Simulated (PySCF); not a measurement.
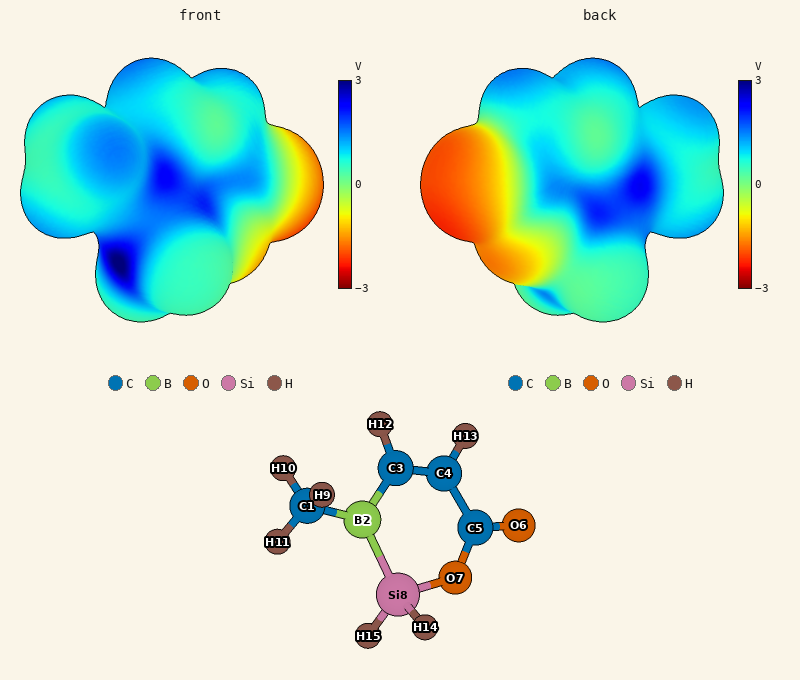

Figure. C4H7BO2Si (SMILES CB1C=CC(=O)O[SiH2]1). The electrostatic potential painted on the density surface at 0.004 e/bohr³, seen from the front and from behind; the colour scale runs from red (negative) to blue (positive). The bare structure is drawn below in the same view.

Geometry: GFN2-xTB.

The calculation used PBE0/pcSseg-1, SCF density, gas phase, non-relativistic in PySCF 2.14.0.

```yaml
atoms:
  - { symbol: C, position_ang: [-2.1652, 0.9649, 0.0068] }
  - { symbol: B, position_ang: [-0.7667, 0.2517, -0.0091] }
  - { symbol: C, position_ang: [0.5003, 1.1154, -0.2678] }
  - { symbol: C, position_ang: [1.7574, 0.6444, -0.2778] }
  - { symbol: C, position_ang: [2.2075, -0.7549, -0.0513] }
  - { symbol: O, position_ang: [3.3828, -1.0278, -0.0907] }
  - { symbol: O, position_ang: [1.3048, -1.6874, 0.1936] }
  - { symbol: Si, position_ang: [-0.3539, -1.6330, 0.3070] }
  - { symbol: H, position_ang: [-2.3160, 1.3843, 1.0045] }
  - { symbol: H, position_ang: [-2.2287, 1.8083, -0.6795] }
  - { symbol: H, position_ang: [-3.0112, 0.3075, -0.1779] }
  - { symbol: H, position_ang: [0.3953, 2.1808, -0.4593] }
  - { symbol: H, position_ang: [2.6026, 1.2974, -0.4648] }
  - { symbol: H, position_ang: [-0.5703, -2.2102, 1.6398] }
  - { symbol: H, position_ang: [-0.7431, -2.6333, -0.6954] }
```

> Describe the electrostatic potential map.

The most negative region (about −2.2 V) lies over O6, the most positive (about +2.8 V) over Si8. O6 is the likeliest acceptor of a hydrogen bond.
